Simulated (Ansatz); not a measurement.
# C2H7ClSi2: small, medium and large basis sets

How large a basis does C2H7ClSi2 need? Two functionals are run in growing sets.

Program: Ansatz 0.2.0, Gaussian basis. Level of theory: one geometry, several basis sets. These are calculated values, not measurements.

Levels to be run: PBE0-D4/def2-SVP; ωB97M-V/def2-SVP; PBE0-D4/def2-QZVPP; ωB97M-V/def2-QZVPP; the functionals' def2-TZVPP values are taken from earlier runs.

## (1) The relaxed structure

The geometry comes from an earlier relaxation with PBE0-D4 in a triple-zeta def2 set; it is a stationary point, not always the lowest conformer.

SMILES `[SiH3]/C=C/[SiH2]Cl`, 12 atoms, charge 0, spin multiplicity 1.

Atoms are counted from 1 here; the program's logs count them from 0.

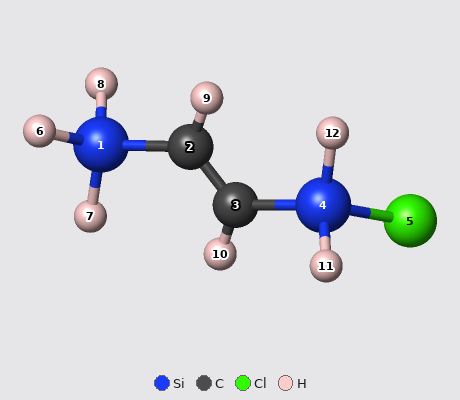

The geometry (silicon blue, carbon dark grey, chlorine green, hydrogen pink); atoms are numbered from 1 in the order of the file.

## (2) PBE0-D4 in def2-SVP

The input, in.yaml:

```yaml
crystal:
  periodic: [false, false, false]
  atoms:
    - {symbol: Si, position_ang: [-1.850393, 1.010013, 0.962481]}
    - {symbol: C, position_ang: [-0.187986, 0.238032, 0.609657]}
    - {symbol: C, position_ang: [0.147268, -0.296930, -0.569581]}
    - {symbol: Si, position_ang: [1.804716, -1.070850, -0.866942]}
    - {symbol: Cl, position_ang: [2.783386, -0.082695, -2.386380]}
    - {symbol: H, position_ang: [-2.518988, 0.302637, 2.087403]}
    - {symbol: H, position_ang: [-2.690111, 0.915565, -0.259465]}
    - {symbol: H, position_ang: [-1.684606, 2.436040, 1.351341]}
    - {symbol: H, position_ang: [0.552950, 0.226008, 1.411092]}
    - {symbol: H, position_ang: [-0.581061, -0.285830, -1.381000]}
    - {symbol: H, position_ang: [1.682642, -2.486436, -1.291428]}
    - {symbol: H, position_ang: [2.619184, -0.960653, 0.366920]}
basis:
  gaussian: {orbitals: def2-SVP}
hamiltonian: {xc: pbe0, dispersion: d4}
output: {orbitals: {seedname: orbitals}}
```

Launch:

```console
ansatz run in.yaml --threads 4 --pin off --events-out ev --progress --plain --max-ram 10444MiB
```

Output:

```text
Functional definition: PBE0
  name "PBE0"
  cite "Adamo & Barone, J. Chem. Phys. 110, 6158 (1999) doi:10.1063/1.478522"
  cite "Perdew, Burke & Ernzerhof, Phys. Rev. Lett. 77, 3865 (1996) doi:10.1103/PhysRevLett.77.3865"
  parent pbe
  parameter a = 0.25
  parameter kappa = 0.804
  parameter beta = 0.06672455060314922
  exchange = (1 - a)*pbe_x(kappa = kappa, mu = beta*pi^2/3) + a*exact_x
  correlation = pbe_c(beta = beta)
1141 factors; integrals over basis functions are off by at most 1.4e-3 eV
mean field evaluation 1: about -30438.5932 eV, gradient 3.8e1 eV
mean field evaluation 2: about -30436.7194 eV, gradient 4.5e1 eV
mean field evaluation 4: about -30442.4741 eV, gradient 1.4e0 eV
mean field evaluation 8: about -30442.5671 eV, gradient 1.1e-1 eV
mean field evaluation 16: about -30442.5671 eV, gradient 1.2e-5 eV
mean field -30442.56709991 eV, -1118.7437062085 hartree, gradient 1.2e-5 eV, S^2 0.000000; 0 other end points of the search recorded, 0 dependent functions left out
reference -30442.56713097 eV, -1118.7437073502 hartree; 32, 32 occupied and 85, 85 virtual orbitals, 1141 factors
Total energy: -30442.82388864 eV, -1118.7531430203 hartree
```

Wall time 1.1 s (4 threads of Arm Neoverse V2, shared host).

## (3) ωB97M-V in def2-SVP

in.yaml: that of step 2 with these lines changed.

```diff
@@ -17,3 +17,3 @@
   gaussian: {orbitals: def2-SVP}
-hamiltonian: {xc: pbe0, dispersion: d4}
+hamiltonian: {xc: {name: wB97M-V}}
 output: {orbitals: {seedname: orbitals}}
```

Same command.

Output, shortened:

```text
Functional definition: wB97M-V
  name "wB97M-V"
  cite "Mardirossian & Head-Gordon, J. Chem. Phys. 144, 214110 (2016) doi:10.1063/1.4952647"
  cite "Becke, J. Chem. Phys. 107, 8554 (1997) doi:10.1063/1.475007"
  cite "Vydrov & Van Voorhis, J. Chem. Phys. 133, 244103 (2010) doi:10.1063/1.3521275"
  # Of w^i u^j: cxij and so on, Table III.
[...]
  gx(w, u) = 1 - cx + cx01*u + cx10*w
  gss(w, u) = css00 + css04*u^4 + css10*w + css20*w^2 + css43*w^4*u^3
  gos(w, u) = cos00 + cos10*w + (cos20 + cos21*u)*w^2 + (cos60 + cos61*u)*w^6
[...]
      + integral(e_c_pw_mod_opposite_spin*gos(b97_w_opposite, b97_u_opposite)) + vv10(b, c)
1141 factors; integrals over basis functions are off by at most 1.4e-3 eV
376 factors; integrals over basis functions are off by at most 7.5e-6 eV
[...]
mean field -30452.91527512 eV, -1119.1239946332 hartree, gradient 2.1e-5 eV, S^2 0.000000; 0 other end points of the search recorded, 0 dependent functions left out
reference -30452.91532288 eV, -1119.1239963886 hartree; 32, 32 occupied and 85, 85 virtual orbitals, 1141 factors
Total energy: -30452.91532288 eV, -1119.1239963886 hartree
```

Wall time 4.4 s (4 threads of Arm Neoverse V2, shared host).

## (4) PBE0-D4 in def2-QZVPP

in.yaml: that of step 3 with these lines changed.

```diff
@@ -16,4 +16,4 @@
 basis:
-  gaussian: {orbitals: def2-SVP}
-hamiltonian: {xc: {name: wB97M-V}}
+  gaussian: {orbitals: "def2-QZVPP.json"}
+hamiltonian: {xc: pbe0, dispersion: d4}
 output: {orbitals: {seedname: orbitals}}
```

Same command.

Output:

```text
Functional definition: PBE0
  name "PBE0"
  cite "Adamo & Barone, J. Chem. Phys. 110, 6158 (1999) doi:10.1063/1.478522"
  cite "Perdew, Burke & Ernzerhof, Phys. Rev. Lett. 77, 3865 (1996) doi:10.1103/PhysRevLett.77.3865"
  parent pbe
  parameter a = 0.25
  parameter kappa = 0.804
  parameter beta = 0.06672455060314922
  exchange = (1 - a)*pbe_x(kappa = kappa, mu = beta*pi^2/3) + a*exact_x
  correlation = pbe_c(beta = beta)
1908 factors; their error is unknown
mean field evaluation 1: about -30449.4098 eV, gradient 5.2e1 eV
mean field evaluation 2: about -30444.0839 eV, gradient 6.5e1 eV
mean field evaluation 4: about -30455.8377 eV, gradient 2.5e0 eV
mean field evaluation 8: about -30455.8725 eV, gradient 2.4e-1 eV
mean field evaluation 16: about -30455.8726 eV, gradient 2.4e-5 eV
mean field -30455.87257913 eV, -1119.2326735511 hartree, gradient 2.4e-5 eV, S^2 0.000000; 0 other end points of the search recorded, 0 dependent functions left out
reference -30455.87262708 eV, -1119.2326753134 hartree; 32, 32 occupied and 502, 502 virtual orbitals, 1908 factors
Total energy: -30456.12938475 eV, -1119.2421109835 hartree
```

It took 9 s on 4 threads of Arm Neoverse V2, shared host; peak memory 2.4 GiB.

## (5) ωB97M-V in def2-QZVPP

in.yaml: that of step 4 with these lines changed.

```diff
@@ -17,3 +17,3 @@
   gaussian: {orbitals: "def2-QZVPP.json"}
-hamiltonian: {xc: pbe0, dispersion: d4}
+hamiltonian: {xc: {name: wB97M-V}}
 output: {orbitals: {seedname: orbitals}}
```

Same command.

Output, shortened:

```text
Functional definition: wB97M-V
  name "wB97M-V"
  cite "Mardirossian & Head-Gordon, J. Chem. Phys. 144, 214110 (2016) doi:10.1063/1.4952647"
  cite "Becke, J. Chem. Phys. 107, 8554 (1997) doi:10.1063/1.475007"
  cite "Vydrov & Van Voorhis, J. Chem. Phys. 133, 244103 (2010) doi:10.1063/1.3521275"
  # Of w^i u^j: cxij and so on, Table III.
[...]
  gx(w, u) = 1 - cx + cx01*u + cx10*w
  gss(w, u) = css00 + css04*u^4 + css10*w + css20*w^2 + css43*w^4*u^3
  gos(w, u) = cos00 + cos10*w + (cos20 + cos21*u)*w^2 + (cos60 + cos61*u)*w^6
[...]
      + integral(e_c_pw_mod_opposite_spin*gos(b97_w_opposite, b97_u_opposite)) + vv10(b, c)
1852 factors; their error is unknown
432 factors; integrals over basis functions are off by at most 2.7e-5 eV
[...]
mean field -30466.29143070 eV, -1119.6155592842 hartree, gradient 7.1e-5 eV, S^2 0.000000; 0 other end points of the search recorded, 0 dependent functions left out
reference -30466.29150770 eV, -1119.6155621139 hartree; 32, 32 occupied and 502, 502 virtual orbitals, 1852 factors
Total energy: -30466.29150770 eV, -1119.6155621139 hartree
```

Run time: 19 s. Hardware: 4 threads of Arm Neoverse V2, shared host; peak memory 2.8 GiB.

## (6) Density functionals: the series

The def2-TZVPP values come from earlier runs at the same geometry.

```tsv
functional	basis	functions	energy (eV)	from the largest (eV)	HOMO (eV)	LUMO (eV)
PBE0-D4	def2-SVP	117	-30442.8239	13.305	-8.31	-1.24
PBE0-D4	def2-TZVPP	286	-30455.1019	1.027	-8.36	-1.36
PBE0-D4	def2-QZVPP	534	-30456.1294	0.000	-8.37	-1.40
ωB97M-V	def2-SVP	117	-30452.9153	13.376	-10.46	0.91
ωB97M-V	def2-TZVPP	286	-30465.3302	0.961	-10.54	0.70
ωB97M-V	def2-QZVPP	534	-30466.2915	0.000	-10.55	0.63
```

## (7) Outcome

| quantity | value |
| --- | --- |
| PBE0-D4: double and triple zeta above quadruple | 13.31, 1.03 eV |
| ωB97M-V: double and triple zeta above quadruple | 13.38, 0.96 eV |

What this shows: For PBE0-D4 the step from double to triple zeta gains 12.28 eV and the next only 1.03 eV. These are total energies; as a rule much of such shifts cancels in differences, which this series doesn't test.

For PBE0-D4 the largest set took about 8 times as long as the smallest (9 s against 1.1 s).
